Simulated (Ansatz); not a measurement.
# One shape, several levels: HfH2Cl2O2 (SMILES Cl[Hf](Cl)(O)O)

Wanted: a comparison of 4 runs (HF/def2-SVP, BLYP/def2-SVP, PBE0/def2-SVP, CCSD(T)/def2-SVP) of HfH2Cl2O2. 

Program for the calculation: Ansatz 0.2.0.

### 1 The system as given

The species is HfH2Cl2O2 (7 atoms), meant as a singlet with charge 0. As SMILES, `Cl[Hf](Cl)(O)O`. The Cl1–Hf2 distance was set to 4.243 Å, away from the relaxed value. At this shape a bond of the SMILES string is far longer than usual.

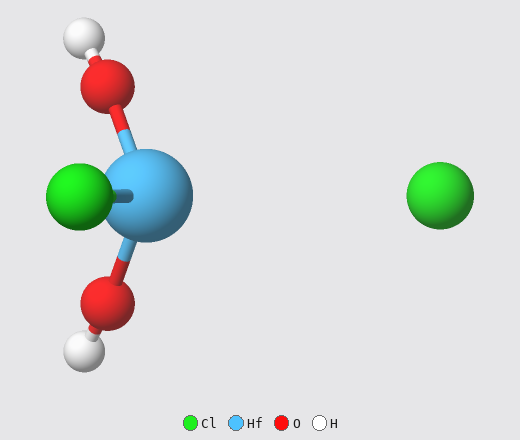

The structure, seen from a chosen angle (chlorine green, hafnium blue, oxygen red, hydrogen white).

### 2 A single-point energy at HF/def2-SVP (core potential) (run 1)

run.yaml

```yaml
crystal:
  periodic: [false, false, false]
  atoms:
    - {symbol: Cl, position_ang: [-2.700443, -3.591975, 0.024018]}
    - {symbol: Hf, position_ang: [0.098690, -0.403750, -0.023700]}
    - {symbol: Cl, position_ang: [2.292700, -1.246870, -0.201240]}
    - {symbol: O, position_ang: [-0.257230, 0.704790, -1.520890]}
    - {symbol: O, position_ang: [-0.055410, 0.574120, 1.593960]}
    - {symbol: H, position_ang: [-0.457210, 1.368980, -2.172410]}
    - {symbol: H, position_ang: [-0.165190, 1.177700, 2.321450]}
basis:
  gaussian:
    orbitals: def2-SVP
output:
  orbitals: {seedname: orbitals}
hamiltonian:
  xc: hf
accuracy: high
```

Run with:

```
$ ansatz run run.yaml --threads 1 --pin off --max-ram 3480MiB --events-out events.jsonl --progress --plain --runs-dir runs
```

What it wrote:

```text
Warning: RAYON_NUM_THREADS=1 ignored (pool sized by the plan → 1); use --threads N
Functional definition: HF
  name "HF"
  exchange = exact_x
  correlation = 0
2128 factors; integrals over basis functions are off by at most 1.1e-8 eV
mean field evaluation 1: about -30390.8051 eV, gradient 5.6e1 eV
mean field evaluation 2: about -30390.8714 eV, gradient 5.6e1 eV
mean field evaluation 4: about -30397.9296 eV, gradient 3.4e0 eV
mean field evaluation 8: about -30398.0083 eV, gradient 3.3e-1 eV
mean field evaluation 16: about -30398.0092 eV, gradient 2.9e-8 eV
mean field -30398.00921399 eV, -1117.1062341035 hartree, gradient 2.5e-8 eV, S^2 0.000000; 0 other end points of the search recorded, 0 dependent functions left out
reference -30398.00921399 eV, -1117.1062341035 hartree; 32, 32 occupied and 74, 74 virtual orbitals, 2128 factors
Total energy: -30398.00921399 eV, -1117.1062341035 hartree
```

Run time: 1.9 s. Hardware: 1 thread of AMD EPYC 9R45 (Zen 5), shared host; peak memory 0.36 GiB.

### 3 A single-point energy at BLYP/def2-SVP (core potential) (run 2)

input.yaml

```yaml
basis:
  gaussian: {orbitals: def2-SVP}
crystal:
  periodic: [false, false, false]
  atoms:
    - {symbol: Cl, position_ang: [-2.700443, -3.591975, 0.024018]}
    - {symbol: Hf, position_ang: [0.098690, -0.403750, -0.023700]}
    - {symbol: Cl, position_ang: [2.292700, -1.246870, -0.201240]}
    - {symbol: O, position_ang: [-0.257230, 0.704790, -1.520890]}
    - {symbol: O, position_ang: [-0.055410, 0.574120, 1.593960]}
    - {symbol: H, position_ang: [-0.457210, 1.368980, -2.172410]}
    - {symbol: H, position_ang: [-0.165190, 1.177700, 2.321450]}
hamiltonian: {xc: {name: BLYP}}
accuracy: high
output: {orbitals: {seedname: orbitals}}
```

Run with:

```
$ ansatz run input.yaml --threads 1 --pin off --max-ram 3480MiB --events-out events.jsonl --progress --plain --runs-dir runs
```

What it wrote:

```text
Warning: RAYON_NUM_THREADS=1 ignored (pool sized by the plan → 1); use --threads N
Functional definition: BLYP
  name "BLYP"
  parameter beta = 0.0042
  parameter a = 0.04918
  parameter b = 0.132
  parameter c = 0.2533
  parameter d = 0.349
  exchange = b88_x(beta = beta)
  correlation = lyp_c(a = a, b = b, c = c, d = d)
2128 factors; integrals over basis functions are off by at most 1.1e-8 eV
mean field evaluation 1: about -30453.4256 eV, gradient 9.2e1 eV
mean field evaluation 2: about -30008.4906 eV, gradient 3.3e2 eV
mean field evaluation 4: about -30231.7317 eV, gradient 1.7e2 eV
mean field evaluation 8: about -30376.4087 eV, gradient 1.1e2 eV
mean field evaluation 16: about -30470.6112 eV, gradient 1.2e-2 eV
mean field evaluation 32: about -30459.8691 eV, gradient 1.8e1 eV
mean field -30470.61124186 eV, -1119.7743094162 hartree, gradient 9.7e-8 eV, S^2 0.000000; 1 other end points of the search recorded, 0 dependent functions left out
reference -30470.61130600 eV, -1119.7743117732 hartree; 32, 32 occupied and 74, 74 virtual orbitals, 2128 factors
Total energy: -30470.61130600 eV, -1119.7743117732 hartree
```

Wall time 4.8 s (1 thread of AMD EPYC 9R45 (Zen 5), shared host); peak memory 0.32 GiB.

Run 3 isn't shown in full; the table further down has it.

### 4 A single-point energy at CCSD(T)/def2-SVP (core potential) (run 4)

job.yaml

```yaml
crystal:
  periodic: [false, false, false]
  atoms:
    - {symbol: Cl, position_ang: [-2.700443, -3.591975, 0.024018]}
    - {symbol: Hf, position_ang: [0.098690, -0.403750, -0.023700]}
    - {symbol: Cl, position_ang: [2.292700, -1.246870, -0.201240]}
    - {symbol: O, position_ang: [-0.257230, 0.704790, -1.520890]}
    - {symbol: O, position_ang: [-0.055410, 0.574120, 1.593960]}
    - {symbol: H, position_ang: [-0.457210, 1.368980, -2.172410]}
    - {symbol: H, position_ang: [-0.165190, 1.177700, 2.321450]}
basis:
  gaussian: {orbitals: def2-SVP}
correlation: {method: ccsd_t, frozen_orbitals: {Cl: 5, H: 0, Hf: 0, O: 1}}
accuracy: high
scf: {omitted_lower_state_checks: [cluster_reference, increment]}
```

Run with:

```
$ ansatz run job.yaml --threads 1 --pin off --max-ram 3480MiB --events-out events.jsonl --progress --plain --runs-dir runs
```

What it wrote:

```text
Warning: RAYON_NUM_THREADS=1 ignored (pool sized by the plan → 1); use --threads N
[... 12 lines left out ...]
12 core orbitals not correlated: weight in the atoms' cores, before any rotation towards them, 1.000 or more for the frozen orbitals, at most 0.000 for the correlated occupied ones
[... 38 lines left out ...]
Total energy: -30422.70212004 eV, -1118.0136816634 hartree
Checks for a lower state left out: cluster_reference, increment
```

It took 32 s on 1 thread of AMD EPYC 9R45 (Zen 5), shared host; peak memory 0.85 GiB.

### 5 The series

```
run                              level  frozen core orbitals   energy (Eh)  HOMO energy (eV)  LUMO energy (eV)  HOMO–LUMO gap (eV)  wall time
  1       HF/def2-SVP (core potential)                     –  -1117.106234             -8.01             -0.96                7.05      1.9 s
  2     BLYP/def2-SVP (core potential)                     –  -1119.774312             -4.33             -3.91                0.41      4.8 s
  3     PBE0/def2-SVP (core potential)                     –  -1119.333285             -5.66             -3.60                2.06      5.4 s
  4  CCSD(T)/def2-SVP (core potential)                    12  -1118.013682                 –                 –                   –       32 s
```

### 6 Results

```
                                           quantity           value
                                run 4: total energy  -1118.01368 Eh
run 4: correlation energy (12 core orbitals frozen)      -907.4 mEh
                              run 4: (T) correction      -27.95 mEh
                               run 4: T1 diagnostic           0.032
```

In words: Over runs 1, 2, 3 the HOMO–LUMO gap runs from 0.41 eV (BLYP/def2-SVP) to 7.05 eV (HF/def2-SVP). Exact exchange widens orbital gaps. Totals of different functionals can't be ranked against each other. In run 4 the T1 diagnostic is large, so a single reference may not serve. In run 4 the log says that unrestricted orbitals would lower the reference, so the values rest on an unstable closed-shell determinant (other closed-shell runs at this shape may share the fault). All runs together took 44 s, the longest 32 s.
